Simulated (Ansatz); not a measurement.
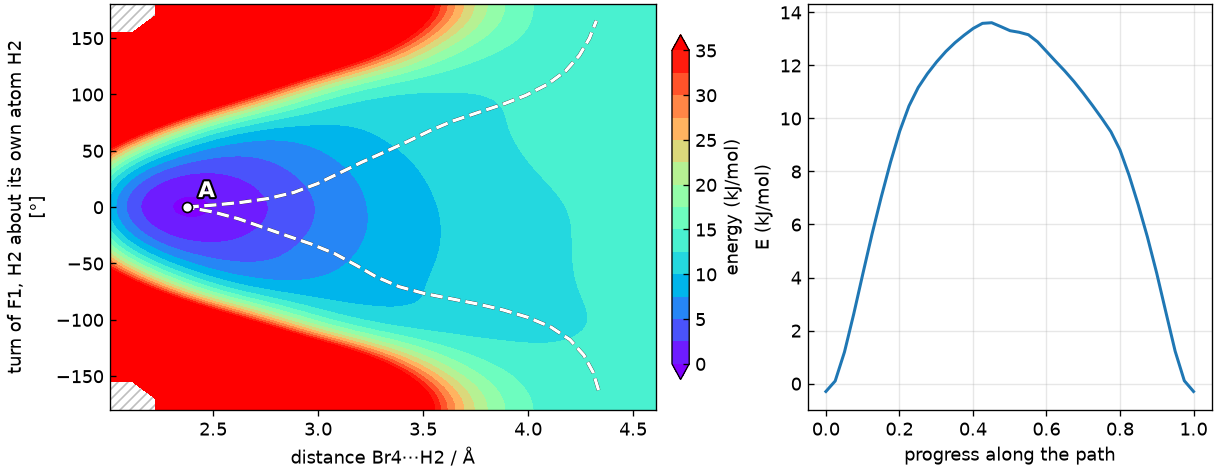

The pair FH···Br₂. The turn is about an axis along (−0.93, 0.36, 0.01) in the frame of the relaxed pair, normal to the line between the partners. First axis: distance Br4···H2. Second axis: turn of F1, H2 about its own atom H2. The scan uses an 11 × 10 grid. At 2 points there is no value (left out of the scan, as a rule where atoms come close). Points are written as (first, second). Energies are in kJ/mol, from the lowest grid point. Theory: Ansatz 0.2.0, RKS PBE-D4/def2-SVPD.

The picture shows filled contours, a line along the lowest path, one colour for all values above the top of the scale, hatched blanks where no value was computed, the energy along the path at the right, the start A. Between grid points the surface is interpolated.

### Describe the path and its barrier.

The easiest path leads from the well at about (2.37 Å, 0°) to its copy one period on. Its highest point lies about 14 kJ/mol above the bottom of the first well on the interpolated surface, at (4.251 Å, 144°). This is the barrier on the constrained surface; relaxing the other coordinates would change it.
